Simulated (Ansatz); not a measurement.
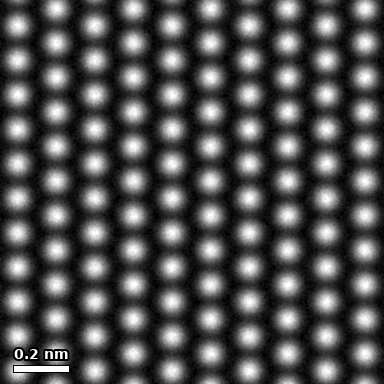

Z-contrast image of a crystal. Simulation: incoherent imaging, intensity Z^1.8 per atom, probe width 0.64 Å, thin sample. The probe carries 25 % of its weight in a tail 2.5 times as wide. The display is stretched by a gamma of 0.8; percentages refer to the linear signal. Shot noise was added.

> Measure the repeat of the pattern.

The pattern repeats on a centred rectangular net of 1.3 × 2.8 Å.

> What is the plane group of the image?

c2mm: perpendicular mirror lines on a centred net, with further twofold points between them.

> How many columns does the smallest repeating cell hold, and how many levels of brightness?

1 column in the primitive cell of 1.8 Å², all of one brightness.

The crystal is Ge (Fd-3m, No. 227) seen along [210]. Model: the input geometry of a calculation.
